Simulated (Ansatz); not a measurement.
## Electronic structure of BCl$_{3}$ (SMILES ClB(Cl)Cl) in real space

Input

```
crystal:
  periodic: [false, false, false]
  atoms:
    - {symbol: Cl, position_ang: [-0.243962, 0.501441, 1.633334]}
    - {symbol: B, position_ang: [0.014070, -0.014994, -0.005090]}
    - {symbol: Cl, position_ang: [0.956455, -1.437920, -0.329226]}
    - {symbol: Cl, position_ang: [-0.671065, 0.891174, -1.319316]}
basis:
  gaussian: {orbitals: def2-TZVPP}
hamiltonian: {xc: pbe0, dispersion: d4}
output: {orbitals: {seedname: orbitals}}
```

Launched as:

```sh
ansatz run in.yaml --threads 2 --pin off --events-out ev --progress --plain --max-ram 31744MiB --backend cpu
```

Geometry: PBE0-D4/def2-TZVP.

The calculation used Ansatz 0.2.0, RKS PBE0-D4/def2-TZVPP.

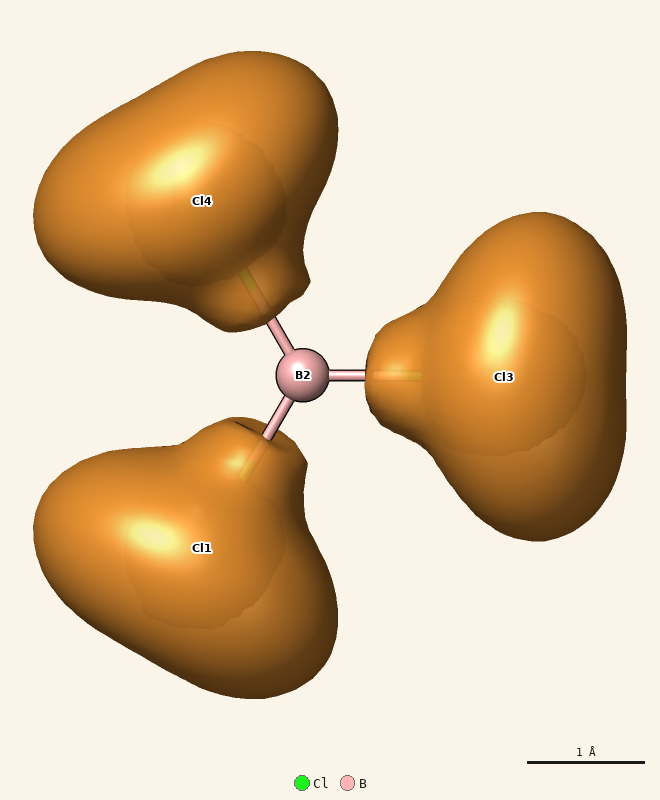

Figure 1. Isosurface of the ELF at 0.75 (orange), seen across its widest extent. Core shells and regions of very low density are left out.

Describe the localisation domains.

The surface consists of three regions on Cl in which the atom's valence shell and bonds are merged.


B–Cl (1.74 Å): the ELF peaks at about 0.90 between the atoms: a polar covalent bond.

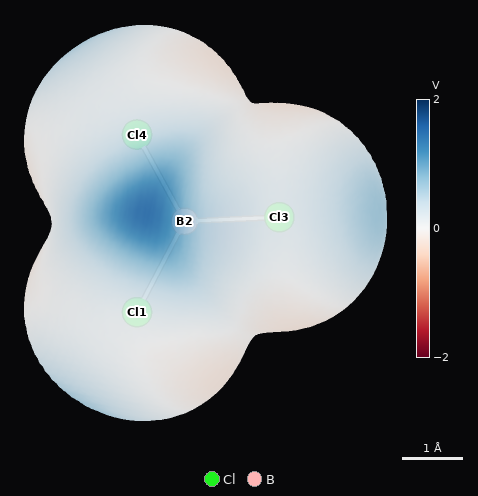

Figure 2. The molecular electrostatic potential painted on the density surface at 0.002 e/bohr³, seen at a tilt; the colour scale runs from red (negative) to blue (positive).

Which sites attract a positive test charge, and which a negative one?

A positive charge is drawn to the negative regions and a negative charge to the positive ones. The most negative region (about −0.2 V) lies over Cl1, Cl3 and Cl4, the most positive (about +1.5 V) over B2. Cl1 shows a σ-hole: about +0.6 V at the tip opposite its bond, against about 0.0 V on its flanks. Cl3 shows a σ-hole: about +0.7 V at the tip opposite its bond, against about 0.0 V on its flanks. Cl4 shows a σ-hole: about +0.7 V at the tip opposite its bond, against about 0.0 V on its flanks.

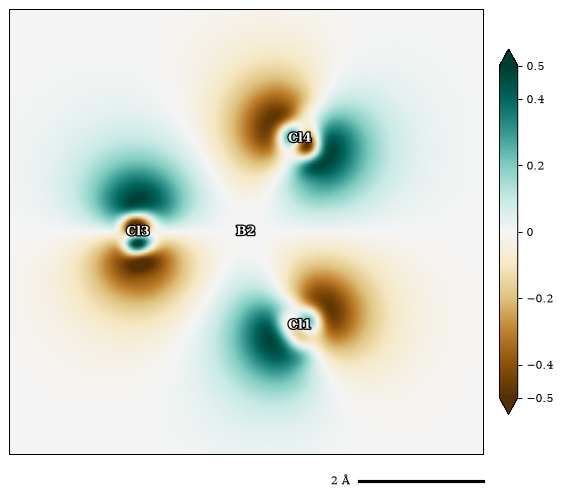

Figure 3. The HOMO on the molecular plane (values in Å⁻³ᐟ²; the overall sign is arbitrary).

Describe this orbital and give its energy.

It lies mainly on Cl1 (about 30 %), Cl3 (about 30 %) and Cl4 (about 30 %); it is symmetric in the molecular plane (an in-plane orbital: σ, lone-pair or in-plane π type); largely a combination of lone pairs on Cl1, Cl3 and Cl4. Its energy is −9.09 eV.
